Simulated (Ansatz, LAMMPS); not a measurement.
# Electronic structure of glassy 32SiO2-46B2O3-11MgO-11CaO (mol %) (137 atoms)

What does DFT give for glassy 32SiO2-46B2O3-11MgO-11CaO (mol %) (137 atoms) as built?

Program: Ansatz 0.2.0. Level of theory: Kohn-Sham DFT, PBE, PAW (set soft_2), plane waves. Results are calculated unless marked as measured.

## 1. Starting point

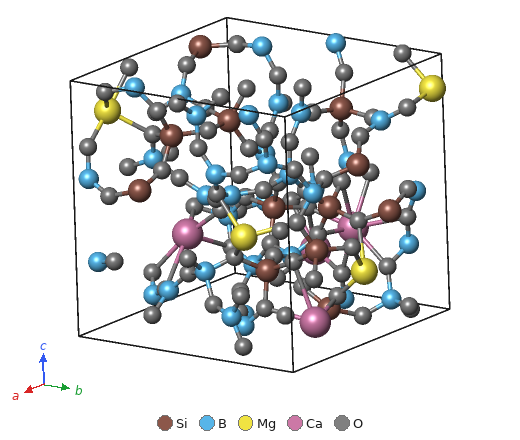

The starting structure, seen slightly off an axis (silicon brown, boron blue, magnesium yellow, calcium pink, oxygen grey). Bonds to atoms that aren't drawn are left out. Some periodic images of atoms are drawn too.

The cell holds 137 atoms: 12 Si, 34 B, 4 Mg, 4 Ca and 83 O. Its edges and angles: a = 11.464 Å, b = 11.464 Å, c = 11.464 Å, α = 90.0°, β = 90.0°, γ = 90.0°. 137 atoms (12 Si, 34 B, 4 Mg, 4 Ca, 83 O) placed at random at 2.18 g/cm³, melted at 3000 K for 20 ps at fixed volume with the Buckingham and Coulomb pair potential of Guillot and Sator (Geochim. Cosmochim. Acta 71, 1249 (2007)) with the boron terms of Wang et al. (J. Non-Cryst. Solids 498, 294 (2018)). Quenched from 3000 K to 300 K at 1000 K/ps and fixed volume, held 10 ps at zero pressure.

Limits known from the start: The quench rate of 1000 K/ps is orders of magnitude faster than experiment, which tends to freeze in extra defects. The network of bonds at the start is that of the classical potential that made the cell, and needn't be the one that DFT or experiment would give. Sampling is at Γ alone, for a cell whose shortest periodic width is 11 Å.

## 2. The classical run that made the cell

A classical potential supplies the starting structure, since it reaches far longer times than DFT.

This step: classical MD, Buckingham and Coulomb pair potential of Guillot and Sator (Geochim. Cosmochim. Acta 71, 1249 (2007)) with the boron terms of Wang et al. (J. Non-Cryst. Solids 498, 294 (2018)) (LAMMPS 22 Jul 2025 - Update 4).

in.lmp reads:

```
# melt-quench of Si12B34Mg4Ca4O83
units metal
atom_style charge
boundary p p p
region box block 0 12.0359 0 12.0359 0 12.0359
create_box 5 box
mass 1 28.0850   # Si
mass 2 10.8100   # B
mass 3 24.3050   # Mg
mass 4 40.0780   # Ca
mass 5 15.9990   # O
create_atoms 1 random 12 37743 NULL overlap 1.5 maxtry 2000
create_atoms 2 random 34 37750 NULL overlap 1.5 maxtry 2000
create_atoms 3 random 4 37757 NULL overlap 1.5 maxtry 2000
create_atoms 4 random 4 37764 NULL overlap 1.5 maxtry 2000
create_atoms 5 random 83 37771 NULL overlap 1.5 maxtry 2000
pair_style buck/coul/long 9.0
pair_coeff * * 0.0 1.0 0.0
pair_coeff 1 5 50306.10 0.161 46.2978   # Si-O
pair_coeff 2 5 206941.81 0.124 35.0018   # B-O
pair_coeff 3 5 32652.64 0.178 27.281   # Mg-O
pair_coeff 4 5 155667.70 0.178 42.2597   # Ca-O
pair_coeff 5 5 9022.79 0.265 85.0921   # O-O
pair_coeff 2 2 484.40 0.35 0.0   # B-B
pair_coeff 1 2 337.70 0.29 0.0   # Si-B
set type 1 charge 1.89
set type 2 charge 1.4175
set type 3 charge 0.945
set type 4 charge 0.945
set type 5 charge -0.945
kspace_style pppm 1.0e-4
neigh_modify delay 0 every 1 check yes
thermo_style custom step time temp pe press density
thermo_modify norm yes
# [... 17 lines left out ...]
fix md all nvt temp 3000 300 0.1
run 2700 post no
unfix md
thermo 3333
fix md all npt temp 300 300 0.1 iso 0 0 1
run 10000 post no
unfix md
write_dump all custom glass.dump id type xs ys zs modify sort id
```

The run is started by

```bash
$ lmp -in in.lmp -log none -nocite
```

Numbers of over 12 decimals in the logs are rounded to 6 here.

Log:

```text
LAMMPS (22 Jul 2025 - Update 4)
Created orthogonal box = (0 0 0) to (12.0359 12.0359 12.0359)
Created 12 atoms
Created 34 atoms
Created 4 atoms
Created 4 atoms
Created 83 atoms
PPPM initialization ...
  G vector (1/distance) = 0.3261271
  grid = 10 10 10
  estimated relative force accuracy = 6.6918602e-05
   Step          Time           Temp          PotEng         Press         Density
         0   0              0              1.4664012      1348540.1      2.1809742
       100   0.1            0             -10.884354     -34494.843      2.1809742
       122   0.122          0             -10.949942     -39896.776      2.1809742
[... 19 lines left out ...]
[... 2 lines left out ...]
Loop time of 12.8156 s on 1 MPI rank(s) for 20000 steps with 137 atoms
   Step          Time           Temp          PotEng         Press         Density
[... 12 lines left out ...]
Loop time of 1.69332 s on 1 MPI rank(s) for 2700 steps with 137 atoms
   Step          Time           Temp          PotEng         Press         Density
[... 1 line left out ...]
     26664   26.664         280.69777     -11.186866      4749.4961      2.5046812
     29997   29.997         326.6444      -11.190613     -758.90064      2.5196552
     33330   33.33          296.6656      -11.195076      24543.143      2.5544211
     33700   33.7           335.36089     -11.190972      7141.2215      2.5237102
Loop time of 7.94425 s on 1 MPI rank(s) for 10000 steps with 137 atoms
```

It took 23 s on 1 thread of Arm Neoverse V1, shared host; peak memory 0.079 GiB.

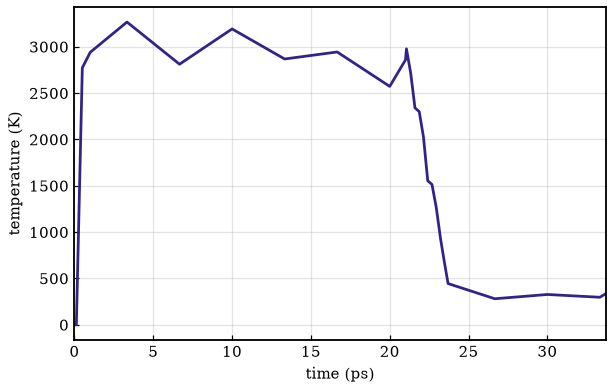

Temperature against time.

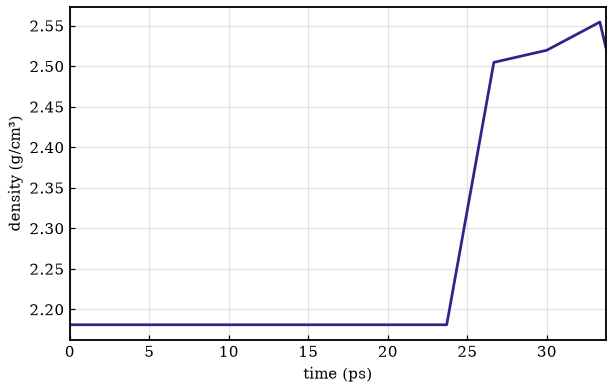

Density against time.

## 3. Plane-wave single point

One self-consistent run at the given positions yields energy and forces.

input.yaml reads:

```yaml
crystal:
  lattice:
    - [11.46434, 0.0, 0.0]
    - [0.0, 11.46434, 0.0]
    - [0.0, 0.0, 11.46434]
  atoms:
    - { symbol: Si, position: [0.18576, 0.66048, 0.78355] }
    - { symbol: Si, position: [0.47034, 0.94145, 0.67305] }
    - { symbol: Si, position: [0.52308, 0.38375, 0.78063] }
    - { symbol: Si, position: [0.28203, 0.40102, 0.38239] }
    - { symbol: Si, position: [0.6799, 0.89104, 0.38248] }
    - { symbol: Si, position: [0.38245, 0.71842, 0.05716] }
    - { symbol: Si, position: [0.98203, 0.29474, 0.60714] }
    - { symbol: Si, position: [0.77204, 0.29625, 0.7702] }
    - { symbol: Si, position: [0.64735, 0.63149, 0.25942] }
    - { symbol: Si, position: [0.26693, 0.07052, 0.96216] }
    - { symbol: Si, position: [0.32598, 0.97622, 0.46168] }
    - { symbol: Si, position: [0.34136, 0.70606, 0.44141] }
    - { symbol: B, position: [0.69353, 0.89311, 0.61019] }
    - { symbol: B, position: [0.89617, 0.22358, 0.98] }
    - { symbol: B, position: [0.83677, 0.48165, 0.28054] }
    - { symbol: B, position: [0.39624, 0.56175, 0.24303] }
    - { symbol: B, position: [0.50579, 0.4137, 0.02003] }
    - { symbol: B, position: [0.69596, 0.55226, 0.04344] }
    - { symbol: B, position: [0.79309, 0.27596, 0.16663] }
    - { symbol: B, position: [0.47875, 0.13006, 0.83508] }
    - { symbol: B, position: [0.435, 0.65625, 0.82657] }
    - { symbol: B, position: [0.18082, 0.86244, 0.0638] }
    - { symbol: B, position: [0.868, 0.81298, 0.75697] }
    - { symbol: B, position: [0.17288, 0.35758, 0.7578] }
    - { symbol: B, position: [0.87778, 0.01194, 0.26256] }
    - { symbol: B, position: [0.03701, 0.84661, 0.24272] }
    - { symbol: B, position: [0.96815, 0.8074, 0.97248] }
    - { symbol: B, position: [0.07903, 0.91886, 0.47104] }
    - { symbol: B, position: [0.02647, 0.1741, 0.312] }
    - { symbol: B, position: [0.53859, 0.66987, 0.61238] }
    - { symbol: B, position: [0.03386, 0.40861, 0.39201] }
    - { symbol: B, position: [0.25209, 0.89369, 0.78553] }
    [... 99 atom lines left out ...]
    - { symbol: O, position: [0.11367, 0.58442, 0.10897] }
    - { symbol: O, position: [0.3646, 0.87829, 0.75017] }
    - { symbol: O, position: [0.26488, 0.78835, 0.00975] }
    - { symbol: O, position: [0.46606, 0.69138, 0.93843] }
    - { symbol: O, position: [0.91234, 0.83532, 0.86825] }
    - { symbol: O, position: [0.11558, 0.62792, 0.90113] }
kpoints:
  mp_grid: { grid: [1, 1, 1] }
hamiltonian:
  xc: pbe
scf:
  occupations: { method: fixed }
output:
  forces: true
  stress: true
  populations: true
  dos:
    method: { smearing: { sigma: 0.1 } }
    de: 0.1
    projected: { site_lists: { B: [B], Ca: [Ca], Mg: [Mg], O: [O], Si: [Si] } }
  eigenvalues: true
  write_density: true
  write_potential: true
  volumetric_format: npy
```

The run is started by

```bash
$ ansatz run input.yaml --threads 8 --pin off --max-ram 15872MiB --backend cpu --events-out ev --progress --plain --runs-dir out
```

Log:

```text
Engine: ansatz 0.2.0, aarch64-unknown-linux-gnu
Pseudopotentials: kind: paw
Pseudopotential: Si, paw, valence charge 4, recommended cutoff 420 eV (normal), Si.paw.azcp
Pseudopotential: B, paw, valence charge 3, recommended cutoff 420 eV (normal), B.paw.azcp
Pseudopotential: Mg, paw, valence charge 10, recommended cutoff 420 eV (normal), Mg.paw.azcp
Pseudopotential: Ca, paw, valence charge 10, recommended cutoff 420 eV (normal), Ca.paw.azcp
Pseudopotential: O, paw, valence charge 6, recommended cutoff 420 eV (normal), O.paw.azcp
Functional definition: PBE
  parameter kappa = 0.804
  parameter beta = 0.066725
  exchange = pbe_x(kappa = kappa, mu = beta*pi^2/3)
  correlation = pbe_c(beta = beta)
Crystal: 137 atoms, lattice volume = 1506.771 Å³
Basis set: ecut = 420 eV, 29423 PW (Γ), exchange–correlation on 160×160×160 points (8 copies of the dense FFT grid, shifted against one another)
Bands: 501, of which v1, the nominal top of the filled ones, is band 364 counted from 1 (363 counted from 0)
Symmetry: 1 space group operations
Space group: P1 (ITA 1), of the structure as read, at distance tolerance 1.1e-4 Å
k-points: 1
Non-local potential: Si, projectors of the file, l = 0: 2, l = 1: 2, l = 2: 2
Non-local potential: B, projectors of the file, l = 0: 2, l = 1: 2, l = 2: 1
Non-local potential: Mg, projectors of the file, l = 0: 3, l = 1: 2, l = 2: 1
Non-local potential: Ca, projectors of the file, l = 0: 3, l = 1: 2, l = 2: 2
Non-local potential: O, projectors of the file, l = 0: 2, l = 1: 2, l = 2: 1
PAW form: soft (Blöchl's): semilocal exchange-correlation on the pseudo side does not see the compensation charge
PAW one-centre angular grid: Si, 110 points (default); XC on 64 Gauss nodes
PAW one-centre angular grid: B, 110 points (default); XC on 64 Gauss nodes
PAW one-centre angular grid: Mg, 110 points (default); XC on 64 Gauss nodes
PAW one-centre angular grid: Ca, 110 points (default); XC on 64 Gauss nodes
PAW one-centre angular grid: O, 110 points (default); XC on 64 Gauss nodes
Initial density: superposition of atomic densities (neutral atoms: chi_scale 0, normalization atom), corrected by the library's trained network
Initial wavefunctions: pseudopotential atomic-orbital guess
Functional: x = pbe(κ = 0.804, μ = 0.219515), c = pbe(β = 0.066725)
SCF iter   1: F=—  HF=-75112.295581 eV  |F-HF|=—  |Δ(HF+E_count)|=         —  Δρ=3.52e-3  dr2=2.22e-1  ethr=1.77e-3  ⟨swp⟩=7.0  Hψ=1814  notcnv=0  defer=133
preconditioner: auto → Resta (q_TF=auto, 2.417 Å⁻¹)  ε∞=3.3  [insulator: Δε(μ)=3.379 eV  Ē_g=16.584 eV  n_scr=364 (ndim 8)  ℏωp=25.1 eV  f_vac=0.117  ε∞_Penn≈3.3]
SCF iter   2: F=—  HF=-75112.287417 eV  |F-HF|=—  |Δ(HF+E_count)|=   8.16e-3  Δρ=1.79e-3  dr2=4.87e-2  ethr=3.04e-5  ⟨swp⟩=3.0  Hψ=830  notcnv=0  defer=135
SCF iter   3: F=—  HF=-75112.288698 eV  |F-HF|=—  |Δ(HF+E_count)|=   1.28e-3  Δρ=7.59e-4  dr2=1.23e-2  ethr=6.69e-6  ⟨swp⟩=3.0  Hψ=622  notcnv=0  defer=135
SCF iter   4: F=—  HF=-75112.287798 eV  |F-HF|=—  |Δ(HF+E_count)|=   8.99e-4  Δρ=2.58e-4  dr2=1.14e-3  ethr=1.69e-6  ⟨swp⟩=3.0  Hψ=638  notcnv=0  defer=135
SCF iter   5: F=—  HF=-75112.287821 eV  |F-HF|=—  |Δ(HF+E_count)|=   2.24e-5  Δρ=1.43e-4  dr2=2.84e-4  ethr=1.57e-7  ⟨swp⟩=3.0  Hψ=715  notcnv=0  defer=135
SCF iter   6: F=—  HF=-75112.287839 eV  |F-HF|=—  |Δ(HF+E_count)|=   1.81e-5  Δρ=4.78e-5  dr2=3.26e-5  ethr=3.90e-8  ⟨swp⟩=3.0  Hψ=661  notcnv=0  defer=135
SCF iter   7: F=—  HF=-75112.287812 eV  |F-HF|=—  |Δ(HF+E_count)|=   2.71e-5  Δρ=1.78e-5  dr2=4.57e-6  ethr=4.48e-9  ⟨swp⟩=3.0  Hψ=864  notcnv=0  defer=134
SCF iter   8: F=—  HF=-75112.287815 eV  |F-HF|=—  |Δ(HF+E_count)|=   3.70e-6  Δρ=1.03e-5  dr2=1.39e-6  ethr=6.28e-10  ⟨swp⟩=2.0  Hψ=684  notcnv=0  defer=134
SCF iter   9: F=-75112.287816 eV  HF=-75112.287815 eV  |F-HF|=7.57e-8  |Δ(HF+E_count)|=   6.90e-8  Δρ=2.42e-6  dr2=9.04e-8  ethr=1.37e-11  ⟨swp⟩=21.0  Hψ=5745  notcnv=0
SCF 1 converged in 9 iterations: F = -75112.287816 eV  dr2 = 9.04e-8
  greatest PAW one-centre occupation: 1.000 electrons in one spin orbital (limit 2), on the Mg atom at site 48 (counted from 0), in its partial waves of l = 0
SCF converged after 9 iterations
Free energy (F): -75112.287816 eV
Harris-Foulkes:  -75112.287815 eV  (|F-HF|=7.57e-8)
Internal energy: -75112.287816 eV  (E = F + TS)
E sigma→0 (E₀):  -75112.287816 eV
Fermi energy:    4.646990 eV
--- Per-component energies (eV) ---
  E_band       = -4686.213751
  E_kinetic    = 18288.869195
  E_local      = -52787.920930  (includes V_loc(G=0)·N_el)
  E_nonlocal   = 5302.019689
  E_hartree    = 19267.564888
  E_xc         = -8524.211775
  E_vxc        = -10481.640001  (∫ρ·V_xc dr)
  E_paw        = -26623.147269  (= ΣΔE_a)
  E_vpaw       = -3542.889113  (= ΣTr[D̂ρ^β])
  E_aug_tail   = 0.212313  (compensation charges beyond the density's cutoff)
  E_ewald      = -30035.673927
  E_smearing   = -0.000000  (= −TS)
  E_closure    = -0.000000  (closes the sum)
  Σ components = -75112.287816   (vs F -75112.287816, Δ=0.00e0)
--- Forces (eV/Å), atoms counted from 1 ---
  atom   1  Si     0.18200892    -0.08660735     0.94519024
  atom   2  Si    -1.10582356     1.52953065     2.42265877
  atom   3  Si    -0.69543152    -1.72445177     1.33004622
  atom   4  Si    -2.49959958    -3.35121016     2.99808189
  atom   5  Si    -1.44953794     1.93644747    -0.55800139
  atom   6  Si    -0.39640032     0.71512547    -0.63008090
  atom   7  Si     2.51852272    -0.48644783     1.03331203
  atom   8  Si     0.14220644     0.58311863    -0.47065298
  atom   9  Si    -1.76877874    -1.22491460     2.33411422
  atom  10  Si     2.32142823    -0.46339373     0.06860464
  atom  11  Si    -3.71858662    -0.08063728     1.24095814
  atom  12  Si     1.71655761    -0.09504778     2.09015864
  atom  13  B      0.38029699     1.85638819     0.43776742
  atom  14  B     -0.26535598    -2.98100124    -1.22681056
[...]
atom 136  O     -0.76641201     1.91231193     0.48426667
  atom 137  O     -0.19105471    -0.24714085     0.02400020
  max |Σ_I F_I| component: 2.22e-4 eV/Å
--- Stress (GPa, compression-positive) ---
       -2.454787      -0.808058      -0.556438
       -0.808061      -2.768293      -0.247599
       -0.556442      -0.247592      -2.191191
  P = ⅓ Tr σ = -2.4714 GPa (-24.714 kbar)
--- Band table (eV) ---
  k-point 0: bands = ["-71.1806", "-70.4412", "-70.3859", "-70.3537", [... 485 levels ...], "14.7442", "14.7910", "14.8330", "14.8948", "14.9670", "15.0022", "15.0324", "15.0535", "15.0819", "15.1189", "15.2273", "15.2323"]
--- Löwdin populations: 137 sites ---
  site symbol       q [e]
     0     Si      2.2193
     1     Si      2.2099
     2     Si      2.2073
[...]
136      O      6.5907
  spilling = 0.010300 (of n_electrons = 728.000000)
```

It took 22 s on 8 threads of Arm Neoverse V1, shared host; peak memory 2.4 GiB.

The run gave:

- free energy: -75112.2878 eV
- free energy per atom: -548.2649 eV/atom
- SCF cycles: 9
- pressure: -2.471 GPa
- r.m.s. force component: 1.122 eV/Å
- longest force: 5.145 eV/Å
- Fermi energy: 4.647 eV
- gap (highest filled to lowest empty level): 3.136 eV
- spilling of the projection: 0.0103

Length of the force by element:

```
element  coordination  atoms  mean length of the force (eV/Å)  spread  least  most
      B           all     34                             2.33   0.871  0.734  4.47
     Ca           all      4                             1.10   0.377  0.721  1.72
     Mg           all      4                             1.42   0.388  0.849  1.94
      O           all     83                             1.37   0.707  0.299  3.33
     Si           all     12                             2.56    1.21  0.763  5.14
```

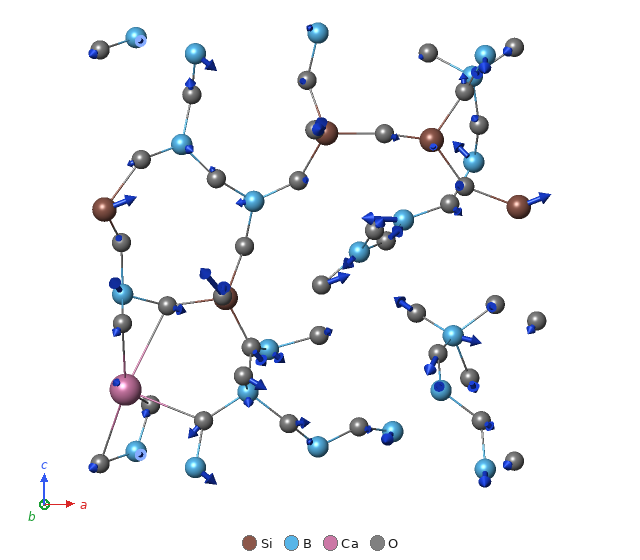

Forces as arrows; the longest in the cell is 5.14 eV/Å. Drawn is a slice 4 Å thick, seen along the normal of the ac plane. Bonds to atoms that aren't drawn are left out.

Löwdin charges by element (they lack the spilled electrons, 0.055 e an atom on average):

```csv
element,coordination,atoms,mean charge (e),spread,least,most
B,all,34,0.615,0.0449,0.516,0.687
Ca,all,4,1.80,0.0092,1.79,1.81
Mg,all,4,1.65,0.0149,1.63,1.67
O,all,83,-0.581,0.147,-1.06,-0.358
Si,all,12,1.75,0.0346,1.68,1.79
```

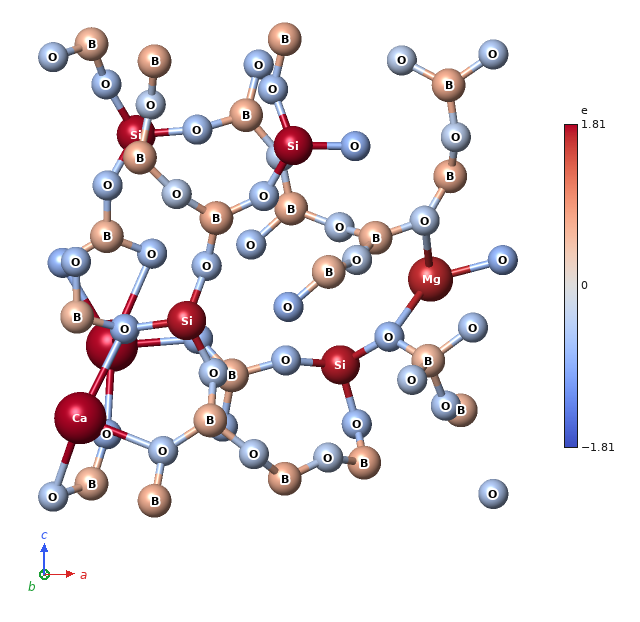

Atoms coloured by Löwdin charge. Drawn is a slice 4 Å thick, seen along the normal of the ac plane. Bonds to atoms that aren't drawn are left out.

[end of part 1 of 2]

[Logs are printed without paths, hosts, clocks, repeated set-up lines and the standing remarks that a program may print on its own settings, such as how far it seeks lower states.]

[Hosts, paths, dates, database ids (printed as entryN), source tags and the programs' standing remarks are cut or masked in the printed files.]
